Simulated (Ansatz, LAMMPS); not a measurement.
# Convergence of a linear-scaling basis for amorphous carbon (330 atoms), part 2 of 2

Wanted: errors and times of a linear-scaling basis for amorphous carbon (330 atoms). A setting counts as converged where the r.m.s. difference of forces stays under 1 % of the r.m.s. force.

Ansatz 0.2.0; Kohn-Sham DFT, PBE, PAW (set soft_2), plane waves.

The cell: 330 C. The quench rate of 100 K/ps far exceeds what a furnace or splat quench reaches. The starting topology of bonds comes from the classical model. Only the Γ point is sampled, in a cell whose shortest periodic width is 13 Å.

So far. Step 3 (Plane-wave single point): Intrinsic-atomic-orbital charges run from -0.10 to +0.07 e. Within 0.4 eV of the Fermi level the largest share is C p (93 % of the projected weight).

### Step 4. Local order

These statistics describe the geometry on which the runs were made.

Density 2.92 g/cm³, 6.833 Å³ an atom.

Pair distribution function in bins of 0.2 Å:

```
r (Å)  total
 1.30   0.09
 1.50   3.59
 1.70   0.29
 1.90   0.00
 2.10   0.08
 2.30   0.65
 2.50   2.15
 2.70   1.50
 2.90   0.92
 3.10   1.00
 3.30   0.92
 3.50   0.90
 3.70   1.06
 3.90   1.03
 4.10   0.88
 4.30   0.84
 4.50   0.97
 4.70   1.08
 4.90   1.08
 5.10   1.06
 5.30   0.99
 5.50   1.00
 5.70   0.99
 5.90   1.02
 6.10   0.98
 6.30   0.99
 6.50   0.96
```

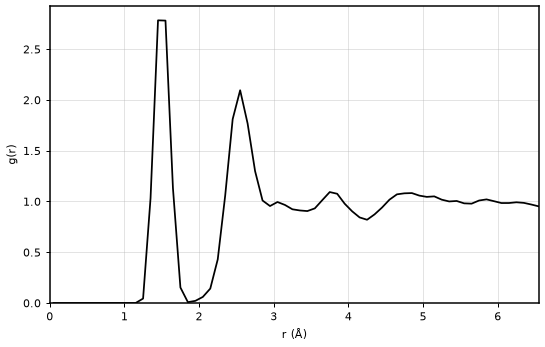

Pair distribution functions, lightly smoothed.

Bonds by pair of elements; cutoffs follow the first minimum of g(r), held within bounds set by covalent radii, and pairs that aren't listed don't count as bonded:

```
pair A-B  cutoff (Å)  bonds  mean length (Å)  spread (Å)  shortest (Å)  B about A  A about B
     C-C        1.85    546             1.51       0.062          1.36       3.31       3.31
```

How many atoms have how many bonded neighbours:

```
element  mean  2    3    4
      C  3.31  1  226  103
```

Bond angles (no mean is given where the spread exceeds 20°):

```
angle  count  mean (°)  spread (°)
C-C-C   1297       114           8
```

Bond length by coordination (bonds to H left out):

```
element  coordination  atoms  mean bond length (Å)
      C             2      1                  1.38
      C             3    226                  1.49
      C             4    103                  1.54
```

Rings of the network by King's shortest-path rule, up to 12 atoms, one path for each pair of neighbours; H, halogens, alkali and alkaline-earth atoms are left out, and the last column divides by all other atoms, bonded or not:

```
ring size (atoms)  rings  per network atom
                5     14             0.042
                6     71             0.215
                7     74             0.224
                8     78             0.236
                9     79             0.239
               10     15             0.045
               11      2             0.006
```

Counting bonds as in the table, 68 % of C atoms have 3 bonded neighbours. The C-C-C angle averages 114° with a spread of 8°. Read as hybridisation, 31 % of the carbon is sp3 and 68 % sp2. Bonds at C atoms with 3 neighbours average 1.49 Å, against 1.54 Å at those with 4. Rings of 9 atoms are the most common (24 % of those counted); sizes run from 5 to 11.

The surroundings of C251, which bears the longest force, nearest first, numbered as they follow in the input and with coordinates relative to it.

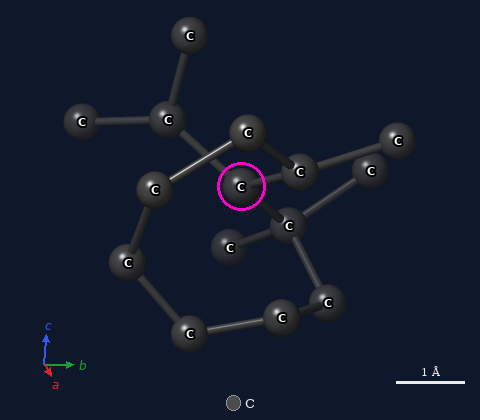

The atoms of the table, within 2.7 Å (arrows a, b, c point along x, y, z); some may hide others; the central atom is ringed.

```
atom      x      y      z  distance (Å)  bonds  intrinsic-atomic-orbital charge (e)     Fx     Fy  Fz (eV/Å)
C251   0.00   0.00   0.00          0.00      3                                 0.03  -2.24  -1.94       5.45
C109  -0.60  -1.08   0.82          1.48      3                                -0.04   0.00   2.02      -2.73
C111   1.21   0.60   0.63          1.49      3                                -0.01  -0.37  -0.56      -0.99
C317  -0.82   0.96  -0.85          1.52      4                                 0.02   2.75   0.91      -0.86
 C44   0.56   1.35  -1.60          2.17      3                                 0.00  -0.14  -0.39      -3.55
C245   1.66   0.44  -1.50          2.28      3                                 0.04  -0.22   3.21       2.25
C202   1.09  -1.85  -0.90          2.33      3                                 0.06  -1.74   0.48       0.32
C311  -1.08   2.18  -0.03          2.43      3                                 0.02  -0.41  -0.51       1.36
C214  -0.29  -0.93   2.24          2.44      3                                 0.05   2.71   0.05      -0.18
 C37   1.38  -0.87  -1.89          2.50      3                                 0.01  -0.10  -2.20       1.44
C250   2.02  -0.42   1.47          2.53      4                                 0.02  -1.51  -0.41      -0.05
C258  -1.98   0.35  -1.58          2.55      3                                -0.01  -4.67   1.89       1.10
 C27   1.07   2.07   1.12          2.58      4                                 0.02   0.86  -0.26      -0.97
 C92   1.98  -1.74   0.52          2.69      4                                 0.01   0.63  -0.48      -2.55
 C68  -1.62  -2.15   0.42          2.72      4                                 0.02  -1.05   1.02       0.66
```

The column of bonds counts only the pairs C-C within 1.85 Å; other neighbours, such as metal atoms beside each other in a compound, aren't counted, and periodic images can show an atom twice.

### Step 5. Support functions medium

With localised support functions most steps grow linearly with size, though the diagonalisation grows faster unless the density matrix is cut; this run measures error and cost at this size. The level medium gives here a grid of 60×60×60 points and a radius of 3.10 Å.

This step: Kohn-Sham DFT, PBE, PAW (set soft_2), localised support functions (medium) (Ansatz 0.2.0).

Input file input.yaml:

```yaml
crystal:
  lattice:
    - [13.113, 0.0, 0.0]
    - [0.0, 13.113, 0.0]
    - [0.0, 0.0, 13.113]
  atoms:
    [... the 330 atom lines of step 3 ...]
kpoints:
  mp_grid: { grid: [1, 1, 1] }
hamiltonian:
  xc: pbe
scf:
  occupations: { method: gaussian, width: 0.05 }
  eigensolver: { kind: { support_functions: { accuracy: medium } } }
  max_iter: 150
output:
  forces: true
  eigenvalues: true
```

Run with:

```bash
ansatz run input.yaml --threads 8 --pin off --max-ram 15872MiB --backend cpu --events-out ev --progress --plain --runs-dir out
```

Numbers of over 12 decimals in the logs are rounded to 6 here.

Output:

```text
Warning: scf.eigensolver.kind.support_functions: disabling space-group detection — the functions' gradient is summed over unrotated k-points, so no spatial operation reduces the k-mesh or symmetrises the density; time reversal is kept, so that k and −k are solved as one point where they differ and the mesh holds both, and exact exchange and, on two spinor components, a DFT+U term hold to it where the run has them: [...]
settings of this run that can trade accuracy for cost: scf.eigensolver.kind.support_functions [...]
[...]
Crystal: 330 atoms, lattice volume = 2254.790 Å³
Basis set: ecut = 420 eV, 43867 PW (Γ), exchange–correlation on 180×180×180 points (8 copies of the dense FFT grid, shifted against one another)
Bands: 792, of which v1, the nominal top of the filled ones, is band 660 counted from 1 (659 counted from 0)
Symmetry: 1 space group operations
k-points: 1
[...]
Eigensolver: Support functions (medium, 60×60×60 points, laid for a spacing of at most 0.228497 Å, radius 3.100415 Å, 1 species' potentials softened for the grid, 1 wholly corrected for its errors in the mean over positions, 1 with the egg-box correction, energy correction by stochastic trace)
[...]
SCF iter   1: F=—  HF=-82483.997650 eV  |F-HF|=—  |Δ(HF+E_count)|=         —  Δρ=1.13e-1  dr2=2.66e2  ethr=1.00e-1
[...]
SCF iter  15: F=-82487.558799 eV  HF=-82487.558800 eV  |F-HF|=1.85e-6  |Δ(HF+E_count)|=   2.32e-3  Δρ=8.72e-6  dr2=3.39e-6  ethr=6.16e-10
SCF 1 converged in 15 iterations: F = -82487.603398 eV  dr2 = 3.39e-6
[...]
SCF converged after 15 iterations
Stability not checked: this state was not tested for a lower state beside it, because the mixer in use, unlike msr1, does not test its closes by its own steps (another_mixer; see scf.mixing.algorithm and scf.lower_state_search)
Free energy (F): -82487.603398 eV
[...]
Internal energy: -82487.537254 eV  (E = F + TS)
E sigma→0 (E₀):  -82487.570326 eV
Entropy (-TS):   -0.066144 eV (-0.200 meV/atom)
Fermi energy:    10.847059 eV
[...]
--- Forces (eV/Å), atoms counted from 1 ---
  atom   1  C     -2.71356828     0.06191214    -0.20907983
  atom   2  C      1.24989535    -0.88644838     1.68335499
  atom   3  C     -1.35970934    -0.22963319    -1.73645962
  atom   4  C     -0.39890793     1.38697794     0.47164334
  atom   5  C      0.94001153     0.61478207    -2.33647242
  atom   6  C      0.33032994    -1.00358582     1.72086985
  atom   7  C     -0.81121126     2.05270748     0.68634969
  atom   8  C     -0.52054786     0.57595531    -3.35522368
  atom   9  C      1.27223129    -1.48408411    -1.31378213
  atom  10  C     -2.21525965     0.39032218     4.72912248
  atom  11  C      0.44069079    -2.07941729     0.99647864
  atom  12  C      0.63871596     1.95043216     0.06003516
  atom  13  C      1.39147551     1.07813494    -0.07999131
  atom  14  C     -1.68834577     0.13545959     0.58363759
[...]
atom 329  C      0.64048671    -0.85627480     0.12776823
  atom 330  C     -4.07083030     0.44705824     0.10116307
  max |Σ_I F_I| component: 1.20e-2 eV/Å
--- Band table (eV) ---
[...]
```

Elapsed: 2.9 min, on 8 threads of AMD EPYC 7R43, shared host; peak memory 6.4 GiB.

The program notes that the band table was not solved further than the SCF left it and it switched symmetry off.

Keys that differ from the reference: support_functions.accuracy = "medium" and scf.max_iter = 150.

Forces differ from the reference by 1.2 meV/Å r.m.s., 0.087 % of their size, well within a tolerance of 1 %; the energy by -3.8 meV/atom. It took 2.9 min and 15 cycles; the reference's time can't be set against it, since the two runs asked for unlike analyses.

### Step 6. What each setting buys

Each row is set against the plane-wave reference (Kohn-Sham DFT, PBE, PAW (set soft_2), plane waves; r.m.s. force component 1.35 eV/Å). Energies are set beside the reference only for runs with its functional, potentials and electron count. Times are for 8 threads of AMD EPYC 7R43, shared host. The reference's time includes the DOS, the stress and grids, which some other runs skip.

```
                     run  Δ force, r.m.s. (meV/Å)  share of r.m.s. force (%)  Δ energy (meV/atom)  cycles     time  host memory (GiB)
               reference                        -                          -                    -       9     73 s                5.1
support functions medium                     1.18                     0.0873                -3.82      15  2.9 min                6.4
```

### Step 7. Results

```
free energy per atom        : -249.9586 eV/atom
pressure                    : -2.008 GPa
r.m.s. force component      : 1.349 eV/Å
wall time of the 2 DFT runs : 4.2 min
```

Against plane waves at 420 eV, the forces differ by 1.2 meV/Å (0.087 %) with support functions medium. At 330 atoms the run with support functions medium takes roughly 2.4 times the time of plane waves (whose run also made extra analyses, so the like-for-like ratio is larger), in 15 SCF cycles against 9. Differences between support functions and plane waves include what basis error the plane-wave run still has.

Counting bands leaves a spacing of only 0.053 eV (at Γ alone), which the smearing bridges: 4 levels are partly filled by over 2 %, so a gap, if any, is small at this level. Counting bonds as in the table, 68 % of C atoms have 3 bonded neighbours. Read as hybridisation, 31 % of the carbon is sp3 and 68 % sp2.

**Limits.** The geometry was minimised with a classical potential after classical dynamics and isn't relaxed at this level: its force components are 1.3 eV/Å r.m.s. The stress is far from hydrostatic: its diagonal is 0.4, -2.9, -3.6 GPa, compression counted positive. The pressure of -2.0 GPa belongs to a cell and atoms that aren't relaxed at this level.

[Logs are printed without paths, hosts, clocks, repeated set-up lines and the standing remarks that a program may print on its own settings, such as how far it seeks lower states.]

[Hosts, paths, dates, database ids (printed as entryN), source tags and the programs' standing remarks are cut or masked in the printed files.]
